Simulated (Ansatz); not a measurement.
One crystal and one scan (scan of one atom of the cell) at two levels, PBE (plane waves to 420 eV, PAW, scalar-relativistic; Ansatz, an electronic-structure program) and r2SCAN (plane waves to 500 eV, PAW, scalar-relativistic; Ansatz), each from its own relaxed cell and on its own mesh. The cell shown is that of PBE.

Starting cell, ZnS (wurtzite):

```
CELL_PARAMETERS angstrom
      3.84511     0.00000     0.00000
     -1.92255     3.32996     0.00000
      0.00000     0.00000     6.30566
ATOMIC_POSITIONS crystal
  Zn 0.66667 0.33333 0.99985
  Zn 0.33333 0.66667 0.49985
  S  0.66667 0.33333 0.62535
  S  0.33333 0.66667 0.12535
```

In this cell atom 3 (S, nearest neighbour Zn at 2.357 Å; its periodic images, 3.8 Å or more away, move with it) is moved by s along Cartesian z, unit vector (0.000, 0.000, 1.000); all other atoms and the cell stay fixed.

Energies are smeared free energies. ZnS was relaxed with its symmetry unable to fall. Percentages come from the unrounded values.

```
quantity                                                            PBE  r2SCAN     PBE − r2SCAN
----------------------------------------------------------------  -----  ------  ---------------
Lattice constant a (Å)                                            3.845   3.806  +0.039 (+1.0 %)
Lattice constant c (Å)                                            6.306   6.245  +0.061 (+1.0 %)
Relaxed volume (Å³/atom)                                          20.18   19.59   +0.59 (+3.1 %)
Force constant k = d²E/ds² at s = 0 (finite differences) (eV/Å²)   8.59    9.56    -0.97 (-10 %)
```

PBE gives the higher value for: lattice constant a; lattice constant c; relaxed volume. PBE gives the lower value for: force constant k = d²E/ds² at s = 0. Both give the same shape of the curve: a single well with its minimum at or next to zero displacement. Neither level is exact: the differences show how much the result hangs on the functional.

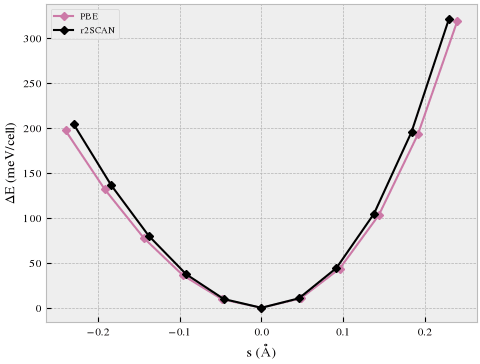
ΔE, each from the undisplaced structure of its own level.

(For displaced atoms, the force is minus the slope of the energy, and its curvature is a force constant, which sets phonon frequencies.)
